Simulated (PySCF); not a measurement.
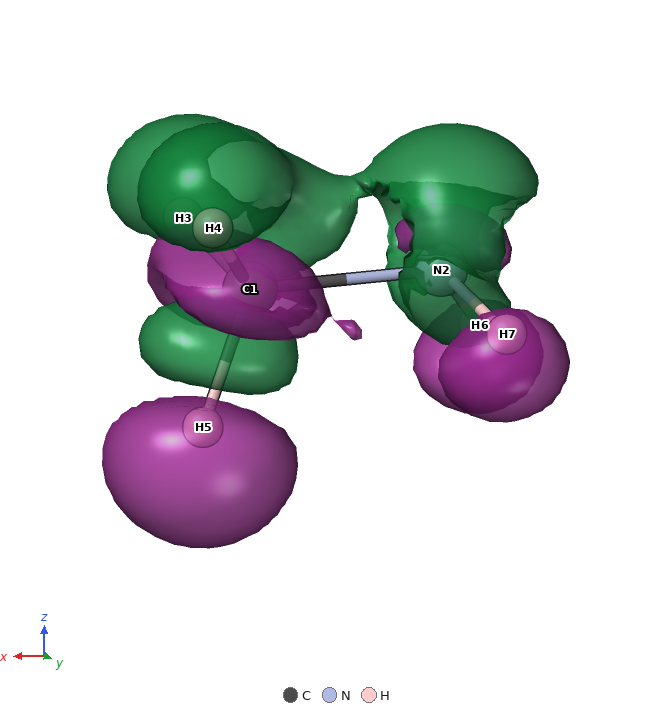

CH$_{5}$N, SMILES `CN`. Change of the electron density in a uniform field of 0.51 V/Å, surfaces at ±0.004 e/Å³ (green: gain, purple: loss).

Computed with PySCF, HF/def2-SVP, geometry: GFN2-xTB. No frequency check shows the geometry to be a minimum. A basis without diffuse functions makes polarisabilities too small.

Cartesian coordinates (Å):

```
C1       0.7030    0.0000   -0.0159
N2      -0.7431   -0.0001    0.1206
H3       1.0986   -0.8841    0.4833
H4       1.0989    0.8832    0.4840
H5       1.0620    0.0005   -1.0554
H6      -1.1379   -0.8184   -0.3310
H7      -1.1376    0.8190   -0.3303
```

Along which Cartesian direction does the field point?

Along −z: electrons gather on the +z side, against the field.

What dipole is induced, and what polarisability does it imply?

The induced dipole is 0.42 D (along the field); α along this axis, from the fields in both directions, is 17 bohr³ (2.4 Å³).

Which atoms gain and lose the most charge?

Electrons gather most on N2 (Hirshfeld charge changes by −0.010 e) and leave H5 most (+0.018 e); 0.059 electrons are displaced in all.
